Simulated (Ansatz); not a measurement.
# Ge2H6 (digermane): PBE-QIDH/6-31G(d) (spherical functions)

Aim: the vertical ionisation energy of Ge2H6 (digermane) at PBE-QIDH/6-31G* (spherical functions), from 2 runs. 

The results are computed with Ansatz 0.2.0.

39 further runs of the same task are left out: 39 set aside as unsound or not needed.

### Step 1. The molecule

Ge2H6 has 8 atoms, charge 0, and is taken as a singlet. As SMILES, `[GeH3][GeH3]`. Geometry: relaxed at PBE0-D4/def2-TZVP.

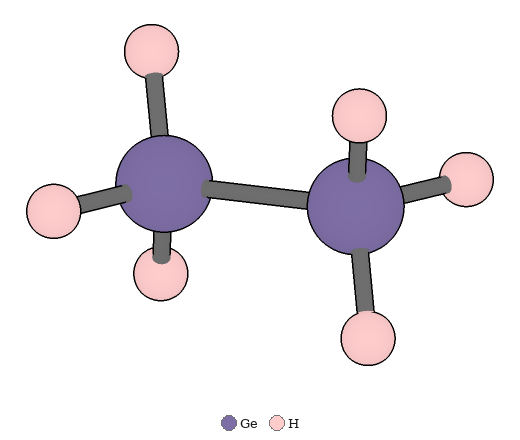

Viewed from a chosen angle; germanium purple, hydrogen pink.

### Step 2. A single-point energy at PBE-QIDH/6-31G(d) (spherical functions)

Input file job.yaml:

```yaml
crystal:
  periodic: [false, false, false]
  atoms:
    - symbol: Ge
      position_ang: [-0.569150, 0.281910, -1.029950]
    - symbol: Ge
      position_ang: [0.569150, -0.281910, 1.029950]
    - symbol: H
      position_ang: [-0.360530, -0.825230, -2.075830]
    - symbol: H
      position_ang: [-2.077470, 0.442320, -0.780090]
    - symbol: H
      position_ang: [-0.023210, 1.601970, -1.597890]
    - symbol: H
      position_ang: [0.367430, 0.829100, 2.073090]
    - symbol: H
      position_ang: [2.076310, -0.450460, 0.778490]
    - symbol: H
      position_ang: [0.017470, -1.597700, 1.602230]
basis:
  gaussian:
    orbitals: 6-31G_st_-spherical.json
hamiltonian:
  xc: {name: PBE-QIDH}
correlation:
  frozen_orbitals: {Ge: 9, H: 0}
accuracy: high
output:
  orbitals: {seedname: orbitals}
```

The basis set 6-31G* is read from a file made from the Basis Set Exchange's data (not shown).

The run is started by

```console
$ ansatz run job.yaml --threads 1 --pin off --max-ram 3480MiB --events-out events.jsonl --progress --plain --runs-dir runs
```

The log of the run:

```text
Warning: RAYON_NUM_THREADS=1 ignored (pool sized by the plan → 1); use --threads N
Functional definition: PBE-QIDH
  name "PBE-QIDH"
  parameter a = 3^(-1/3)
  parameter c = 1/3
  exchange = (1 - a)*pbe_x + a*exact_x
  correlation = (1 - c)*pbe_c + c*(mp2_os + mp2_ss)
1611 factors; integrals over basis functions are off by at most 8.5e-9 eV
mean field evaluation 1: about -113080.1994 eV, gradient 8.9e0 eV
mean field evaluation 2: about -113080.2330 eV, gradient 8.9e0 eV
mean field evaluation 4: about -113080.5358 eV, gradient 1.5e0 eV
mean field evaluation 8: about -113080.5389 eV, gradient 2.5e-2 eV
mean field evaluation 16: about -113080.5389 eV, gradient 3.4e-7 eV
mean field -113080.53885951 eV, -4155.6331543449 hartree, gradient 6.1e-8 eV, S^2 0.000000; 0 other end points of the search recorded, 0 dependent functions left out
18 core orbitals not correlated: weight in the atoms' cores, before any rotation towards them, 1.000 or more for the frozen orbitals, at most 0.000 for the correlated occupied ones
reference -113080.53886095 eV, -4155.6331543978 hartree; 17, 17 occupied and 41, 41 virtual orbitals, 1611 factors
second order -15.18573974 eV of doubles, -0.00000000 eV of singles
Total energy: -113085.60077420 eV, -4155.8191762785 hartree
```

Wall time 6.3 s (1 thread of Intel Xeon 6975P-C (Granite Rapids), shared host); peak memory 0.27 GiB.

### Step 3. The doublet cation

Input file job.yaml:

```yaml
crystal:
  periodic: [false, false, false]
  atoms:
    - {symbol: Ge, position_ang: [-0.569150, 0.281910, -1.029950]}
    - {symbol: Ge, position_ang: [0.569150, -0.281910, 1.029950]}
    - {symbol: H, position_ang: [-0.360530, -0.825230, -2.075830]}
    - {symbol: H, position_ang: [-2.077470, 0.442320, -0.780090]}
    - {symbol: H, position_ang: [-0.023210, 1.601970, -1.597890]}
    - {symbol: H, position_ang: [0.367430, 0.829100, 2.073090]}
    - {symbol: H, position_ang: [2.076310, -0.450460, 0.778490]}
    - {symbol: H, position_ang: [0.017470, -1.597700, 1.602230]}
basis:
  gaussian: {orbitals: 6-31G_st_-spherical.json}
total_charge: 1
magnetization: {spin_polarized: true, initial_magnetization: 1}
hamiltonian: {xc: {name: PBE-QIDH}}
correlation: {frozen_orbitals: {Ge: 9, H: 0}}
accuracy: high
output: {orbitals: {seedname: orbitals}}
```

The basis set 6-31G* is read from a file made from the Basis Set Exchange's data (not shown).

The run is started by

```console
$ ansatz run job.yaml --threads 1 --pin off --max-ram 3480MiB --events-out events.jsonl --progress --plain --runs-dir runs
```

The log of the run, shortened:

```text
Warning: RAYON_NUM_THREADS=1 ignored (pool sized by the plan → 1); use --threads N
[... 2 set-up lines as earlier in the session ...]
[...]
1611 factors; integrals over basis functions are off by at most 8.5e-9 eV
[...]
mean field -113070.39358493 eV, -4155.2603223809 hartree, gradient 5.6e-8 eV, S^2 0.754012; 0 other end points of the search recorded, 0 dependent functions left out
18 core orbitals not correlated: weight in the atoms' cores, before any rotation towards them, 1.000 or more for the frozen orbitals, at most 0.000 for the correlated occupied ones
reference -113070.39358624 eV, -4155.2603224288 hartree; 17, 16 occupied and 41, 42 virtual orbitals, 1611 factors
second order -14.69111600 eV of doubles, -0.00000000 eV of singles
Total energy: -113075.29062491 eV, -4155.4402852805 hartree
```

Run time: 8.1 s. Hardware: 1 thread of Intel Xeon 6975P-C (Granite Rapids), shared host; peak memory 0.41 GiB.

### Step 4. Results

Level: PBE-QIDH/6-31G* (spherical functions), 18 core orbitals frozen.

```
                                                                quantity           value
                                             singlet Ge2H6: total energy  -4155.81918 Eh
                        singlet Ge2H6: HOMO energy (SCF part's orbitals)        -9.80 eV
                        singlet Ge2H6: LUMO energy (SCF part's orbitals)         2.02 eV
                      singlet Ge2H6: HOMO–LUMO gap (SCF part's orbitals)        11.82 eV
                                            doublet cation: total energy  -4155.44029 Eh
doublet cation: HOMO energy (SCF part's orbitals) (highest over α and β)       -17.02 eV
 doublet cation: LUMO energy (SCF part's orbitals) (lowest over α and β)       -10.48 eV
                                                    doublet cation: ⟨S²⟩           0.754
                      vertical ionisation energy (to the doublet cation)       10.310 eV
```

In words: The vertical ionisation energy comes to 10.31 eV (238 kcal/mol). The negative HOMO energy of the first species, 9.80 eV, lies 0.51 eV below that difference.
